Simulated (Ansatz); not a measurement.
**Fields on a plane of CaF2 (fluorite)**

```
CELL_PARAMETERS angstrom
      0.00000     2.75548     2.75548
      2.75548     0.00000     2.75548
      2.75548     2.75548     0.00000
ATOMIC_POSITIONS crystal
  Ca 0.00000 0.00000 0.00000
  F  0.25000 0.25000 0.25000
  F  0.75000 0.75000 0.75000
```

The slice is a {110} plane (indices of the conventional cell) through the point (0.000, 0.000, 0.000) (fractional), spanned by u = [100] and v = [1 -1 -1] in vectors of this cell: u (3.90 Å) and v (5.51 Å, at 90° to u). It covers one period; positions are fractions (u, v).

Atoms on it: Ca at (0.00, 0.00); F at (0.50, 0.75); F at (0.50, 0.25).

Level of theory: PBE (plane waves to 420 eV, PAW, scalar-relativistic; Ansatz, an electronic-structure program). k mesh 10×10×10. Near the nuclei the fields are pseudised (PAW); where an atom keeps semicore shells as valence, they peak there. CaF2 was relaxed with its symmetry unable to fall.

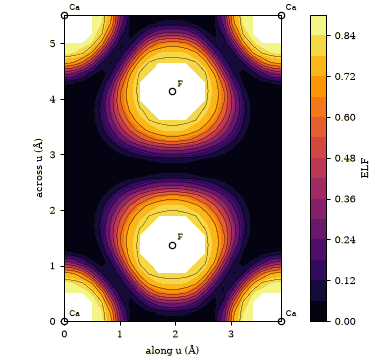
Figure. Electron localisation function (ELF), one period of the plane, atoms marked. Points within 0.5 Å of a nucleus are left white, as the pseudised field means little there.

```
|9999888877665544333333333333333344556677888899|
|8888887777554444444444444444444444445577778888|
|8888777766554444445555555555554444445566777788|
|7777666655444444556666666666665544444455666677|
|6666555544444455667777888877776655444444555566|
|4444444444445555667788999988776655554444444444|
|3333333333445566778899999999887766554433333333|
|2222222233445566778899999999887766554433222222|
|1111222233445566778899999999887766554433222211|
|1111112233334455667788999988776655443333221111|
|1111112222334455667777888877776655443322221111|
|0000111122333344556666666666665544333322111100|
|0000001111223333445555555555554433332211110000|
|0000001111222233334444444444443333222211110000|
|0000000011112222333333333333333322221111000000|
|0000000011111122223333333333332222111111000000|
|0000000011112222333333333333333322221111000000|
|0000001111222233334444444444443333222211110000|
|0000001111223333445555555555554433332211110000|
|0000111122333344556666666666665544333322111100|
|1111112222334455667777888877776655443322221111|
|1111112233334455667788999988776655443333221111|
|1111222233445566778899999999887766554433222211|
|2222222233445566778899999999887766554433222222|
|3333333333445566778899999999887766554433333333|
|4444444444445555667788999988776655554444444444|
|6666555544444455667777888877776655444444555566|
|7777666655444444556666666666665544444455666677|
|8888777766554444445555555555554444445566777788|
|8888887777554444444444444444444444445577778888|
|9999888877665544333333333333333344556677888899|
|9999888877665544333333333333333344556677888899|
```
Scale: ten equal steps from -2.24 (start of '0') to 1.13 (end of '9'), in the order '0123456789'. Values: log₁₀ of the valence density in e/Å³. The map has 23 points along u (two characters each, u = 0 at the left) and 32 along v (v = 0 in the bottom row). The scale is logarithmic, as a density can span decades between atoms and voids.

The density on the Ca–F line (2.39 Å) at its midpoint comes out as 0.21 e/Å³. The ELF at that point is 0.1. Character of the Ca–F contact (rough rule: ELF there above 0.7 covalent, below 0.2 ionic, polar between): closed-shell (ionic).
